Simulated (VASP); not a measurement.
Band structure of Ga (space group Cmce). These are PBE GGA, VASP's PBE PAW potentials (set 64) (plane waves; VASP) values and carry that method's errors.

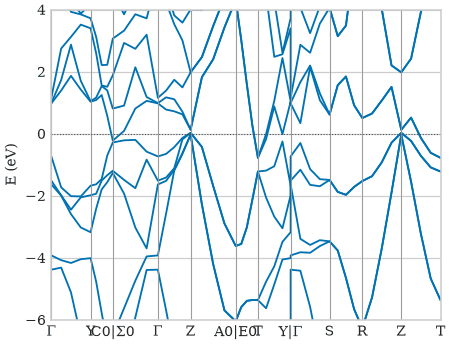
Fig. 1. Bands along high-symmetry lines, zero at the valence-band maximum or, without a gap, the Fermi level

Read the plot: is there a gap, and where are the band edges?

It has no gap at this level: it comes out as a metal or semimetal.

The structure comes from a computed database's Ga entry; how it stands against other phases isn't given here. The cell was not relaxed at this level.
